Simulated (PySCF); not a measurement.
```xyz
2

Be    0.0000    0.0000   -0.1370
H     0.0000    0.0000    1.2250
```

These are results of PySCF 2.14.0, PBE0/jorge-DZP-DKH, spin-free X2C-1e, Gaussian nucleus, at a bond length of 1.362 Å, not measurements.

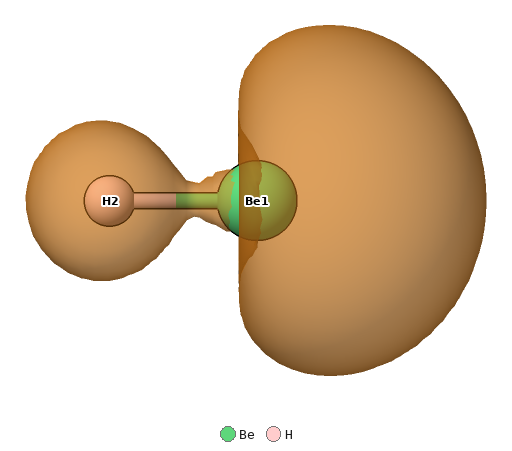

BeH (doublet). Isosurfaces of the spin density at +0.015 (orange) and −0.015 e/Å³ (purple), seen from one side.

**Where is the unpaired spin?**

The unpaired spin (1 electron) lies mostly on Be1 (about 0.9) and H2 (about 0.1), in electrons by Hirshfeld's partition. Only one sign reaches the isovalue.
